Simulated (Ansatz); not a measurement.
```xyz
6

B    -0.3999   -0.7177   -0.2528
F     0.2120   -1.6332   -0.9854
F    -1.6595   -0.9606    0.0694
B     0.4005    0.7171    0.2537
F     0.3919    1.8135   -0.4861
F     1.0549    0.7810    1.4013
```

Geometry: r2SCAN-D4/def2-SVP.

Method: RKS PBE0-D4/def2-TZVP (Ansatz 0.2.0).

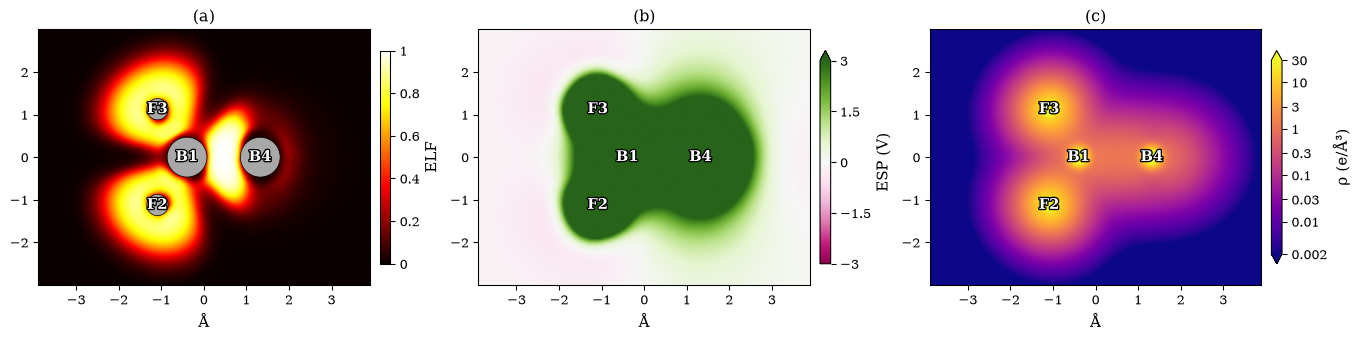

B₂F₄ (B2(F)4). (a) electron localisation function; (b) electrostatic potential; (c) total electron density on the plane of atoms F2, B1 and B4. Grey discs cover the atomic cores in the ELF map.

Q: Interpret the plot.

A:
- The section cuts through B and F sites.
- B–F (1.32 Å): ρ is about 2.2 e/Å³ halfway; the ELF peaks at about 0.85 between the atoms (a shared but strongly polarised pair).
- B–B (1.72 Å): ρ at the midpoint is about 1.1 e/Å³; the ELF peaks at about 1 between the atoms, as expected for localised, covalent bonding.
- The ELF also peaks beside F2 and F3, away from the bonds: lone-pair regions.
- Outside the dense part of the molecule the potential is most negative (−0.4 V) near F2 and F3.
